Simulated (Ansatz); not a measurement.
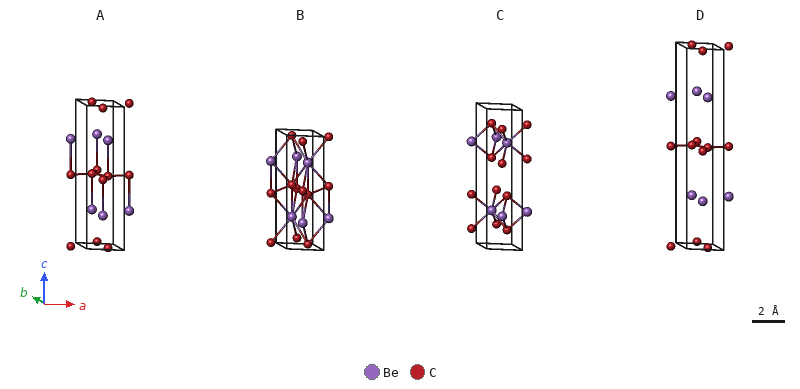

4 geometries from one relaxation of crystalline BeC₂ (built on the 2H molybdenite_194 type) (coarse preliminary run), in shuffled order. Style: ball-and-stick. Shown: the cell of the calculation, slightly off an axis.

Case: 2H molybdenite type (P6_3/mmc, No. 194).

Method: Ansatz 0.2.0, DFT r2SCAN, scalar-relativistic, plane waves, PAW. Set-up: plane-wave cutoff 500 eV; k-point mesh 12 × 12 × 2; occupations gaussian; smearing width 0.1 eV; no spin polarisation; cell and atoms relaxed; force threshold 0.04 eV/Å; at most 70 steps.

Put them in the order of the run, from the start to the converged end.

Answer. C, B, A, D. They are steps 0, 9, 16, 28, at +2662 meV per atom, +392 meV per atom, +118 meV per atom relative to the last. The energy falls by 2662 meV per atom in 26 accepted moves (28 points after the start). Largest force component: 2.5 eV/Å at the start, 0.0053 eV/Å at the end. Pressure: 37.67 GPa at the start and 0.25 GPa at the end. The SCF was repeated twice at an unchanged geometry on a basis and grid sized afresh for the cell, which shifted the energy by 9.9 meV per atom at most. The largest moves relative to the cell, 1.66 Å, are those of C atoms. Be stays in place. Cell: a = b 2.331 → 2.422 Å (+3.9 %), c 9.068 → 12.990 Å (+43.2 %). Volume +54.6 %. Among the contacts that change: Be–C 1.745 → 3.535 Å, C–C 2.676 → 1.398 Å. New bonds form: C–C (2.68 → 1.40 Å). Bonds break: Be–C (1.75 → 3.54 Å). The space group stays P6_3/mmc (No. 194). The run took 2.7 min on 1 thread of Arm Neoverse V1, with other jobs on the host, peak memory 0.47 GiB.
